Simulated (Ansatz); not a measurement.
**BLYP/STO-3G run of PN (phosphorus nitride)**

What is the vertical ionisation energy of PN (phosphorus nitride) at BLYP/STO-3G? 

The calculation is run with Ansatz 0.2.0.

46 further runs of the same task are left out: 12 that didn't finish, 34 set aside as unsound or not needed.

## (1) Starting point

PN has 2 atoms, charge 0, and is taken as a singlet. SMILES: `N#P`. Geometry: the measured bond length.

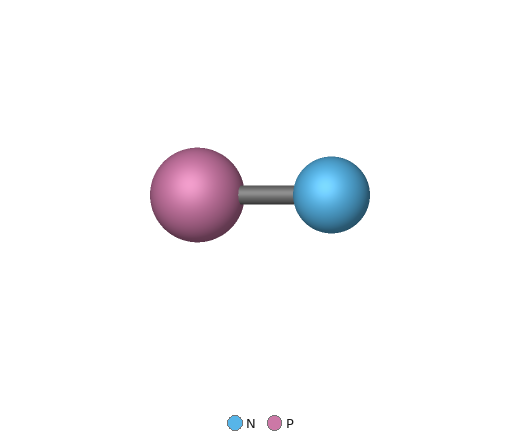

The structure, seen from a chosen angle (nitrogen blue, phosphorus pink).

## (2) The energy at BLYP/STO-3G

The input, input.yaml:

```yaml
crystal:
  periodic: [false, false, false]
  atoms:
    - {symbol: "N", position_ang: [0.000000, 0.000000, 0.000000]}
    - {symbol: P, position_ang: [0.000000, 0.000000, 1.490866]}
basis:
  gaussian: {orbitals: STO-3G}
accuracy: high
hamiltonian: {xc: {name: BLYP}}
```

The run is started by

```console
$ ansatz run input.yaml --threads 1 --pin off --max-ram 2610MiB --events-out events.jsonl --progress --plain --runs-dir runs
```

The log of the run:

```text
Warning: RAYON_NUM_THREADS=1 ignored (pool sized by the plan → 1); use --threads N
Functional definition: BLYP
  name "BLYP"
  parameter beta = 0.0042
  parameter a = 0.04918
  parameter b = 0.132
  parameter c = 0.2533
  parameter d = 0.349
  exchange = b88_x(beta = beta)
  correlation = lyp_c(a = a, b = b, c = c, d = d)
224 factors; integrals over basis functions are off by at most 8.7e-9 eV
mean field evaluation 1: about -10641.6087 eV, gradient 5.5e1 eV
mean field evaluation 2: about -10589.4294 eV, gradient 1.0e2 eV
mean field evaluation 4: about -10643.8034 eV, gradient 5.0e1 eV
mean field evaluation 8: about -10649.1763 eV, gradient 2.9e1 eV
mean field evaluation 16: about -10651.4748 eV, gradient 2.9e-8 eV
mean field -10651.47484942 eV, -391.4344808872 hartree, gradient 2.9e-8 eV, S^2 0.000000; 0 other end points of the search recorded, 0 dependent functions left out
reference -10651.47487350 eV, -391.4344817720 hartree; 11, 11 occupied and 3, 3 virtual orbitals, 224 factors
Total energy: -10651.47487350 eV, -391.4344817720 hartree
```

It took 0.3 s on 1 thread of Intel Xeon 6975P-C (Granite Rapids), shared host.

## (3) The doublet cation at the same level

The input, input.yaml:

```yaml
basis:
  gaussian: {orbitals: STO-3G}
crystal:
  periodic: [false, false, false]
  atoms:
    - {symbol: N, position_ang: [0.000000, 0.000000, 0.000000]}
    - {symbol: P, position_ang: [0.000000, 0.000000, 1.490866]}
total_charge: 1
magnetization: {spin_polarized: true, initial_magnetization: 1}
hamiltonian: {xc: {name: BLYP}}
accuracy: high
```

The run is started by

```console
$ ansatz run input.yaml --threads 1 --pin off --max-ram 2610MiB --events-out events.jsonl --progress --plain --runs-dir runs
```

The log of the run:

```text
Warning: RAYON_NUM_THREADS=1 ignored (pool sized by the plan → 1); use --threads N
Functional definition: BLYP
  name "BLYP"
  parameter beta = 0.0042
  parameter a = 0.04918
  parameter b = 0.132
  parameter c = 0.2533
  parameter d = 0.349
  exchange = b88_x(beta = beta)
  correlation = lyp_c(a = a, b = b, c = c, d = d)
224 factors; integrals over basis functions are off by at most 8.7e-9 eV
mean field evaluation 1: about -10614.4292 eV, gradient 5.8e1 eV
mean field evaluation 2: about -10532.2722 eV, gradient 8.1e1 eV
mean field evaluation 4: about -10614.0656 eV, gradient 5.8e1 eV
mean field evaluation 8: about -10631.4962 eV, gradient 4.1e1 eV
mean field evaluation 16: about -10642.4051 eV, gradient 1.3e-7 eV
mean field evaluation 32: about -10642.3220 eV, gradient 9.7e-1 eV
mean field -10642.40509199 eV, -391.1011734493 hartree, gradient 1.3e-8 eV, S^2 0.762862; 4 other end points of the search recorded, 0 dependent functions left out
reference -10642.40511678 eV, -391.1011743602 hartree; 11, 10 occupied and 3, 4 virtual orbitals, 224 factors
Total energy: -10642.40511678 eV, -391.1011743602 hartree
```

Wall time 0.8 s (1 thread of Intel Xeon 6975P-C (Granite Rapids), shared host); peak memory 0.11 GiB.

## (4) What came out

At BLYP/STO-3G:

| quantity | value |
| --- | --- |
| singlet PN: total energy | -391.43448 Eh |
| doublet cation: total energy | -391.10117 Eh |
| doublet cation: ⟨S²⟩ | 0.763 |
| vertical ionisation energy (to the doublet cation) | 9.070 eV |

The vertical ionisation energy comes to 9.07 eV (875 kJ/mol). In a minimal basis such a difference can be off by several eV, whatever the method.
